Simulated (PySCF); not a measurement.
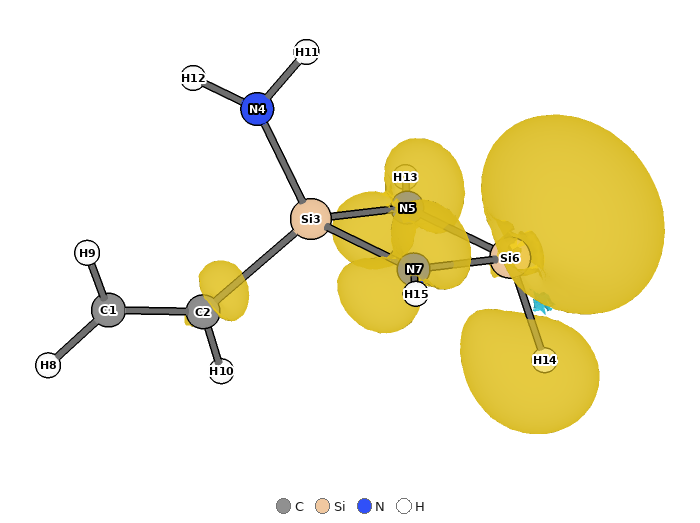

*C2H8N3Si2 (doublet). Isosurfaces of the spin density (α minus β) at +0.015 (yellow) and −0.015 e/Å³ (cyan), seen at a tilt.*

Geometry: GFN2-xTB.

Level of theory: UKS B3LYP, pcH-1 on C H N Si, non-relativistic, mean-field spin-orbit, GIAO (PySCF 2.14.0, density-fitted response routines).

```xyz
15

C    -2.4544    0.2079   -0.6442
C    -1.2939   -0.4198   -0.7172
Si    0.2927    0.1952    0.0700
N     0.1540    1.8874    0.3650
N     1.7367   -0.4641   -0.6671
Si    2.3082   -1.3209    0.7447
N     0.8623   -0.6657    1.4733
H    -3.3575   -0.1773   -1.0958
H    -2.5532    1.1444   -0.1202
H    -1.2440   -1.3629   -1.2458
H     0.9431    2.3540    0.7810
H    -0.2485    2.4608   -0.3564
H     2.1417   -0.3326   -1.5754
H     2.2201   -2.7762    0.5647
H     0.4884   -0.7221    2.4016
```

Where is the unpaired spin?

Answer. The unpaired spin (1 electron) lies mostly on Si6 (about 0.7), H14 (about 0.1), N5 (about 0.1) and N7 (about 0.1), in electrons by Hirshfeld's partition.
